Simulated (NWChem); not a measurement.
# One shape, several levels: GeH4 (germane)

Aim: a comparison of 6 runs (HF/def2-SVPD, BLYP/def2-TZVP, PBE0/def2-SVP, TPSSh/STO-3G, B3LYP/6-31G*, TPSS/def2-TZVP) of GeH4 (germane). 

The results are computed with NWChem 7.3.0.

1 further run of the same task is left out (set aside as unsound or not needed).

## Step 1: Starting point

GeH4 has 5 atoms, charge 0, and is taken as a singlet. As SMILES, `[GeH4]`. Geometry: relaxed at PBE0-D4/def2-TZVP.

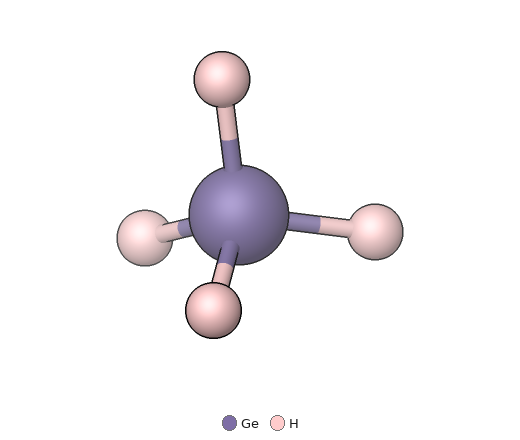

Viewed from a chosen angle; germanium purple, hydrogen pink.

## Step 2: Energy and forces at HF/def2-SVPD (run 1)

run.py reads:

```python
from ase import Atoms
from ase.calculators.nwchem import NWChem

atoms = Atoms(['Ge', 'H', 'H', 'H', 'H'], positions=[
    [0.000100, 0.000100, -0.000000],
    [1.148100, -0.756300, 0.680600],
    [-1.238800, -0.030000, 0.904200],
    [-0.329200, -0.669100, -1.340600],
    [0.419800, 1.455400, -0.244100],
])

calc = NWChem(
    label='geh4',
    theory='scf',
    memory='2200 mb',
    basis='def2-SVPD',
    basispar='spherical bse',
    scf={'nopen': '0', 'rhf': None, 'thresh': '1e-08', 'maxiter': '80'},
)
atoms.calc = calc

forces = atoms.get_forces()
print(f"energy = {atoms.get_potential_energy():.6f} eV")
print("forces (eV/A):")
for s, f in zip(atoms.symbols, forces):
    print(f"{s:2s} {f[0]:10.5f} {f[1]:10.5f} {f[2]:10.5f}")
print("dipole (e A):", atoms.get_dipole_moment().round(4))
```

The run is started by

```
$ export ASE_NWCHEM_COMMAND="nwchem PREFIX.nwi > PREFIX.nwo"
$ python run.py
```

The log of the run:

```text
energy = -56529.338170 eV
forces (eV/A):
Ge   -0.00129    0.00026   -0.00067
H    -0.01111    0.00843   -0.00710
H     0.01291    0.00077   -0.00936
H     0.00396    0.00787    0.01430
H    -0.00447   -0.01728    0.00278
dipole (e A): [ 0.0001  0.0001 -0.    ]
```

The calculator wrote geh4.nwi:

```
title "geh4"

permanent_dir geh4

scratch_dir geh4

start geh4

geometry units angstrom nocenter noautosym noautoz
  Ge 1.0000000000000000e-04 1.0000000000000000e-04 -0.0000000000000000e+00
  H  1.1480999999999999e+00 -7.5629999999999997e-01 6.8059999999999998e-01
  H  -1.2387999999999999e+00 -2.9999999999999999e-02 9.0420000000000000e-01
  H  -3.2919999999999999e-01 -6.6910000000000003e-01 -1.3406000000000000e+00
  H  4.1980000000000001e-01 1.4554000000000000e+00 -2.4410000000000001e-01
end

memory 2200 mb

basis spherical bse noprint
   * library def2-SVPD
end

scf
  nopen 0
  rhf
  thresh 1e-08
  maxiter 80
end

task scf gradient
```

geh4.nwo:

```text
Northwest Computational Chemistry Package (NWChem) 7.3.0
             --------------------------------------------------------

           Job information
           ---------------

    nwchem branch   = 7.3.0
    use scalapack   = T
    input           = geh4.nwi
    prefix          = geh4.
    data base       = geh4/geh4.db
    status          = startup
    nproc           =        1

           Memory information
           ------------------

[... 5 lines left out ...]
    hardfail = no
[... 124 lines left out ...]
         Quadratically convergent ROHF
[... 14 lines left out ...]
       Final RHF  results
[... 4 lines left out ...]
      Two-electron energy =    864.908557533929
[... 37 lines left out ...]
                       ROHF Final Molecular Orbital Analysis
[... 302 lines left out ...]
                 ----------------------------------------
                 |  Time  |  1-e(secs)   |  2-e(secs)   |
                 ----------------------------------------
                 |  CPU   |       0.00   |       0.59   |
                 ----------------------------------------
                 |  WALL  |       0.00   |       0.59   |
                 ----------------------------------------

 Task  times  cpu:        4.4s     wall:        4.4s
 Total times  cpu:        4.4s     wall:        4.4s
```

Run time: 5.4 s. Hardware: 1 thread of AMD EPYC 9R45 (Zen 5), shared host; peak memory 0.1 GiB.

## Step 3: Energy and forces at BLYP/def2-TZVP (run 2)

mol.nw reads:

```
start mol
title "GeH4"
memory stack 880 mb heap 220 mb global 1100 mb
charge 0

geometry units angstroms noautosym nocenter noautoz
 Ge       0.000100       0.000100       0.000000
 H        1.148100      -0.756300       0.680600
 H       -1.238800      -0.030000       0.904200
 H       -0.329200      -0.669100      -1.340600
 H        0.419800       1.455400      -0.244100
end

basis spherical bse
 Ge library def2-TZVP
 H library def2-TZVP
end

dft
 xc becke88 lyp
 grid xfine
 convergence energy 1e-08
 maxiter 100
 mulliken
 print low
end

task dft gradient
```

The run is started by

```
$ nwchem mol.nw > mol.out
```

The log of the run:

```text
[...]
 d= 0,ls=0.0,diis     1  -2079.4063551763 -2.12D+03  5.28D-03  5.97D-01     1.4
[...]
 d= 0,ls=0.0,diis     7  -2079.4309564910 -3.71D-10  2.10D-07  1.73D-10     7.7
         Total DFT energy =    -2079.430956491033
      One electron energy =    -2986.861202311074
           Coulomb energy =      942.516250347726
    Exchange-Corr. energy =      -80.506432017411
 Nuclear repulsion energy =       45.420427489725
[...]
      Total Density - Mulliken Population Analysis
     ---------------------------------------------
    Atom       Charge   Shell Charges
 -----------   ------   -------------------------------------------------------
    1 Ge  32    31.89   2.00  2.00  1.17  0.78  0.94  0.49  5.98  4.47  1.54  1.52  0.89  8.81  1.10  0.13  0.05  0.01
    2 H    1     1.03   0.25  0.52  0.25  0.01
    3 H    1     1.03   0.25  0.52  0.25  0.01
    4 H    1     1.03   0.25  0.52  0.25  0.01
    5 H    1     1.03   0.25  0.52  0.25  0.01
[...]
                         DFT ENERGY GRADIENTS
    atom               coordinates                        gradient
                 x          y          z           x          y          z
   1 Ge      0.000189   0.000189   0.000000    0.000018  -0.000010   0.000013
   2 H       2.169594  -1.429200   1.286148   -0.002756   0.001799  -0.001626
   3 H      -2.340993  -0.056692   1.708690    0.002960   0.000065  -0.002161
   4 H      -0.622098  -1.264416  -2.533367    0.000778   0.001584   0.003195
   5 H       0.793307   2.750307  -0.461282   -0.001000  -0.003439   0.000579
 Task  times  cpu:        9.3s     wall:        9.3s
 Total times  cpu:        9.3s     wall:        9.3s
```

Run time: 9.9 s. Hardware: 1 thread of AMD EPYC 9R45 (Zen 5), shared host; peak memory 0.14 GiB.

## Step 4: Energy and gradient at PBE0/def2-SVP (run 3)

mol.nw reads:

```
start mol
title "GeH4 gradient"
memory total 2200 mb

geometry noautosym nocenter noautoz
  Ge     0.000100     0.000100     0.000000
  H      1.148100    -0.756300     0.680600
  H     -1.238800    -0.030000     0.904200
  H     -0.329200    -0.669100    -1.340600
  H      0.419800     1.455400    -0.244100
end

basis spherical bse
  * library def2-SVP
end

dft
  xc pbe0
  grid xfine
  convergence energy 1e-08
  iterations 100
  mulliken
  print low
end

task dft gradient
```

The run is started by

```
$ nwchem mol.nw > mol.out
```

The log of the run:

```text
[...]
 d= 0,ls=0.0,diis     1  -2078.8426827989 -2.12D+03  7.03D-03  8.29D-02     0.8
[...]
 d= 0,ls=0.0,diis     7  -2078.8554776537 -1.55D-10  1.26D-07  6.20D-12     4.0
         Total DFT energy =    -2078.855477653702
      One electron energy =    -2987.184652420140
           Coulomb energy =      943.142186396624
    Exchange-Corr. energy =      -80.233439119911
 Nuclear repulsion energy =       45.420427489725
[...]
      Total Density - Mulliken Population Analysis
     ---------------------------------------------
    Atom       Charge   Shell Charges
 -----------   ------   -------------------------------------------------------
    1 Ge  32    31.79   2.00  2.00  1.99  1.15  0.19  6.00  5.98  1.46  0.94  8.09  1.81  0.18
    2 H    1     1.05   0.71  0.33  0.01
    3 H    1     1.05   0.71  0.33  0.01
    4 H    1     1.05   0.71  0.33  0.01
    5 H    1     1.05   0.71  0.33  0.01
[...]
                         DFT ENERGY GRADIENTS
    atom               coordinates                        gradient
                 x          y          z           x          y          z
   1 Ge      0.000189   0.000189   0.000000    0.000020  -0.000009   0.000013
   2 H       2.169594  -1.429200   1.286148   -0.000781   0.000497  -0.000455
   3 H      -2.340993  -0.056692   1.708690    0.000827   0.000013  -0.000605
   4 H      -0.622098  -1.264416  -2.533367    0.000211   0.000432   0.000888
   5 H       0.793307   2.750307  -0.461282   -0.000278  -0.000933   0.000159
 Task  times  cpu:        4.8s     wall:        4.8s
 Total times  cpu:        4.8s     wall:        4.8s
```

Wall time 5.4 s (1 thread of AMD EPYC 9R45 (Zen 5), shared host); peak memory 0.13 GiB.

Runs 4 to 5 aren't shown in full; the table further down has their settings and results.

## Step 5: Energy and gradient at TPSS/def2-TZVP (run 6)

run.nw reads:

```
START run
memory 2200 mb
GEOMETRY noautosym nocenter noautoz
   Ge     0.000100     0.000100     0.000000
   H      1.148100    -0.756300     0.680600
   H     -1.238800    -0.030000     0.904200
   H     -0.329200    -0.669100    -1.340600
   H      0.419800     1.455400    -0.244100
END
BASIS spherical bse
   * library def2-TZVP
END
DFT
   xc xtpss03 ctpss03
   grid xfine
   convergence energy 1e-08
   maxiter 100
   mulliken
END
TASK dft gradient
```

The run is started by

```
$ nwchem run.nw > run.out
```

The log of the run:

```text
[...]
          Wavefunction type:  closed shell.
          No. of atoms     :     5
          No. of electrons :    36
[...]
          Charge           :     0
          Spin multiplicity:     1
[...]
          AO basis - number of functions:    72
[...]
              XC Information
              --------------
                  TPSS metaGGA Exchange Functional  1.000
             TPSS03 metaGGA Correlation Functional  1.000
[...]
 d= 0,ls=0.0,diis     1  -2079.3458616028 -2.12D+03  5.09D-03  4.05D-01     1.7
[...]
 d= 0,ls=0.0,diis     7  -2079.3677813811 -7.47D-10  1.13D-07  1.05D-10     9.6
         Total DFT energy =    -2079.367781381106
      One electron energy =    -2986.985215350104
           Coulomb energy =      942.653910337909
    Exchange-Corr. energy =      -80.456903858635
 Nuclear repulsion energy =       45.420427489725
[...]
  wavefunction    = closed shell
                         DFT ENERGY GRADIENTS
    atom               coordinates                        gradient
                 x          y          z           x          y          z
   1 Ge      0.000189   0.000189   0.000000    0.000020  -0.000008   0.000013
   2 H       2.169594  -1.429200   1.286148   -0.000248   0.000146  -0.000139
   3 H      -2.340993  -0.056692   1.708690    0.000253  -0.000001  -0.000185
   4 H      -0.622098  -1.264416  -2.533367    0.000058   0.000122   0.000266
   5 H       0.793307   2.750307  -0.461282   -0.000083  -0.000259   0.000046
[...]
```

Wall time 13 s (1 thread of AMD EPYC 9R45 (Zen 5), shared host); peak memory 0.14 GiB.

## Step 6: Overview of the runs

| run | level | iteration cap | module | energy (Eh) | largest force (eV/Å) | wall time |
| --- | --- | --- | --- | --- | --- | --- |
| 1 | HF/def2-SVPD | 80 | scf | -2077.414878 | 0.018 | 5.4 s |
| 2 | BLYP/def2-TZVP | 100 | dft | -2079.430956 | 0.189 | 9.9 s |
| 3 | PBE0/def2-SVP | 100 | dft | -2078.855478 | 0.053 | 5.4 s |
| 4 | TPSSh/STO-3G | 100 | dft | -2055.464557 | 2.368 | 3 s |
| 5 | B3LYP/6-31G* (spherical functions) | 100 | dft | -2079.148157 | 0.158 | 5.1 s |
| 6 | TPSS/def2-TZVP | 100 | dft | -2079.367781 | 0.016 | 13 s |

## Step 7: Outcome

| quantity | value |
| --- | --- |
| run 6: total energy | -2079.36778 Eh |
| run 6: dipole moment | 0.00 D |
| run 6: HOMO energy | -8.58 eV |
| run 6: LUMO energy | 0.45 eV |
| run 6: HOMO–LUMO gap | 9.03 eV |
| run 6: largest force on an atom | 0.016 eV/Å |

**Reading.** Over runs 1, 5, 6 the HOMO–LUMO gap runs from 9.03 eV (TPSS/def2-TZVP) to 14.81 eV (HF/def2-SVPD). The two ends differ in method and basis. Totals of different functionals can't be ranked against each other. In run 4 the basis is minimal, so the values are rough. All runs together took 42 s, the longest 13 s.
